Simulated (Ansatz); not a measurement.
The figure comes from a scan of SrVO3 (cubic perovskite): the cell is scaled evenly about its relaxed volume V₀. Calculation: PBE (plane waves to 420 eV, PAW, scalar-relativistic; Ansatz, an electronic-structure program). k mesh 12×12×12 (Γ-centred), Fermi-Dirac smearing 0.05 eV. Energies are smeared free energies. SrVO3 is run without spin polarisation and with no Hubbard U. SrVO3 was relaxed with its symmetry unable to fall. ΔE is measured from the relaxed starting cell.

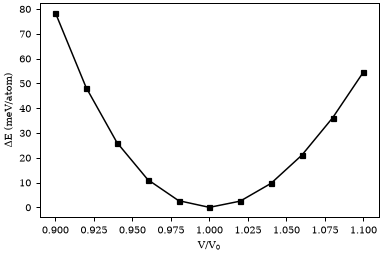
Fig. 1. ΔE (meV/atom) against V/V₀; one marker a computed point.

**Question.** Read the plotted values off the figure, to the accuracy that the plot allows.

**Answer.** To the nearest 1:

| V/V₀ | ΔE (meV/atom) |
|---|---|
| 0.900 | 79 |
| 0.920 | 48 |
| 0.940 | 26 |
| 0.960 | 11 |
| 0.980 | 3 |
| 1.000 | 0 |
| 1.020 | 3 |
| 1.040 | 10 |
| 1.060 | 21 |
| 1.080 | 36 |
| 1.100 | 55 |

(Under strain, the slope of the energy per volume gives the stress and its curvature an elastic modulus.)
